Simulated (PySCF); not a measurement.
# doublet C2H4ClF− at 3 levels

Wanted: a comparison of 3 runs (UBLYP/6-311+G**, UPBE/6-311+G**, USVWN5/6-311+G**) of doublet C2H4ClF−. Input form: a Python script.

The calculation is run with PySCF 2.14.0.

1 further run of the same task is left out (set aside as unsound or not needed).

## 1. The system as given

C2H4ClF−: 8 atoms, total charge -1, spin state doublet. SMILES of the parent species: `FCCCl`. The coordinates come from a PBE0-D4/def2-TZVP relaxation. This is one conformer, not always the lowest. That shape belongs to the parent species and isn't relaxed for this state.

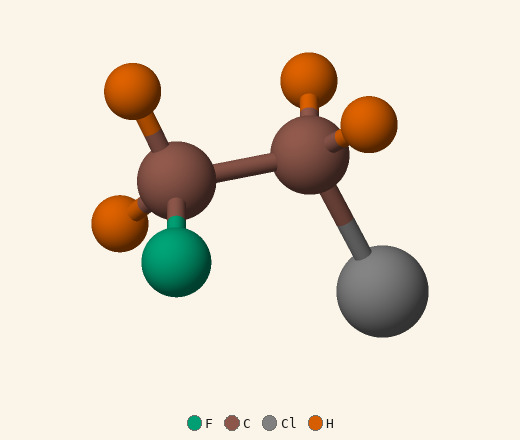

Viewed from a chosen angle; fluorine teal, carbon brown, chlorine grey, hydrogen orange.

## 2. The energy at UBLYP/6-311+G(d,p) (run 1)

input.py

```python
from pyscf import gto, dft

mol = gto.M(
    atom='''
F     -2.526526     0.941367     1.947363
C     -0.271289     1.268044     0.697101
C      0.567768    -1.152582    -0.521035
Cl    -1.434926    -2.055304    -3.063038
H     -0.517615     2.763195    -0.707098
H      1.152015     1.854124     2.083555
H      0.560852    -2.694050     0.844367
H      2.469721    -0.924794    -1.281197
''',
    charge=-1,
    unit='bohr',
    max_memory=1860,
    verbose=3,
    spin=1,
    basis='6-311+g**',
)

mf = dft.UKS(mol)
mf.xc = 'blyp'
mf.conv_tol = 1e-10
mf.grids.level = 5
mf.kernel()
if not mf.converged:
    mf = mf.newton().run(mf.mo_coeff, mf.mo_occ)

energy = mf.e_tot
print('E(%s) = %.9f' % ('BLYP', energy))
```

Run with:

```console
OMP_NUM_THREADS=1 python input.py
```

Output:

```text
WARN: HOMO -0.0487298674626191 >= LUMO -0.0487298674626227

WARN: HOMO 0.134565235349662 >= LUMO 0.135044860919846

converged SCF energy = -638.626308818642  <S^2> = 0.75011362  2S+1 = 2.0001136
E(BLYP) = -638.626308819
```

It took 67 s on 1 thread of Arm Neoverse V2, shared host; peak memory 0.69 GiB.

## 3. The energy at UPBE/6-311+G(d,p) (run 2)

run.py

```python
from pyscf import gto, dft

system = gto.M(
    atom='''
F   -1.336980   0.498150   1.030500
C   -0.143560   0.671020   0.368890
C    0.300450  -0.609920  -0.275720
Cl  -0.759330  -1.087620  -1.620890
H   -0.273910   1.462220  -0.374180
H    0.609620   0.981160   1.102570
H    0.296790  -1.425630   0.446820
H    1.306920  -0.489380  -0.677980
''',
    basis='6-311+g**',
    spin=1,
    max_memory=1860,
    charge=-1,
    verbose=3,
)

mf = dft.UKS(system)
mf.xc = 'pbe'
mf.grids.level = 5
mf.conv_tol = 1e-10
mf.kernel()
if not mf.converged:
    mf = mf.newton().run(mf.mo_coeff, mf.mo_occ)

e_tot = mf.e_tot
print('E = %.10f Eh' % e_tot)
```

Run with:

```console
OMP_NUM_THREADS=1 python run.py
```

Output:

```text
WARN: HOMO -0.0527727472124759 >= LUMO -0.0527727472124793

converged SCF energy = -638.292428071941  <S^2> = 0.75011719  2S+1 = 2.0001172
E = -638.2924280719 Eh
```

Run time: 67 s. Hardware: 1 thread of Arm Neoverse V2, shared host; peak memory 0.69 GiB.

## 4. A single-point energy at USVWN5/6-311+G(d,p) (run 3)

calc.py

```python
from pyscf import gto, dft

system = gto.M(
    atom='''
F     -2.526526     0.941367     1.947363
C     -0.271289     1.268044     0.697101
C      0.567768    -1.152582    -0.521035
Cl    -1.434926    -2.055304    -3.063038
H     -0.517615     2.763195    -0.707098
H      1.152015     1.854124     2.083555
H      0.560852    -2.694050     0.844367
H      2.469721    -0.924794    -1.281197
''',
    basis='6-311+g**',
    verbose=3,
    unit='bohr',
    spin=1,
    max_memory=1860,
    charge=-1,
)

mf = dft.UKS(system)
mf.xc = 'svwn'
mf.conv_tol = 1e-10
mf.grids.level = 5
mf.kernel()
if not mf.converged:
    mf = mf.newton().run(mf.mo_coeff, mf.mo_occ)

e_tot = mf.e_tot
print('Final energy', e_tot)
```

Run with:

```console
OMP_NUM_THREADS=1 python calc.py
```

Output:

```text
converged SCF energy = -635.836701556507  <S^2> = 0.75018786  2S+1 = 2.0001879
Final energy -635.8367015565066
```

It took 41 s on 1 thread of Arm Neoverse V2, shared host; peak memory 0.46 GiB.

## 5. Overview of the runs

```
run             level  energy (Eh)  HOMO energy (eV)  LUMO energy (eV)   ⟨S²⟩  wall time
  1   UBLYP/6-311+G**  -638.626309              2.84              3.13  0.750       67 s
  2    UPBE/6-311+G**  -638.292428              2.66              3.04  0.750       67 s
  3  USVWN5/6-311+G**  -635.836702              2.64              3.01  0.750       41 s
```

## 6. What came out

| quantity | value |
| --- | --- |
| run 3: total energy | -635.83670 Eh |
| run 3: HOMO energy (highest over α and β) | 2.64 eV |
| run 3: LUMO energy (lowest over α and β) | 3.01 eV |
| run 3: ⟨S²⟩ | 0.750 |

Totals of different functionals can't be ranked against each other. In runs 1, 2, 3 the HOMO lies above zero, so the outermost electron may be held by the basis alone. All runs together took 2.9 min, the longest 67 s.
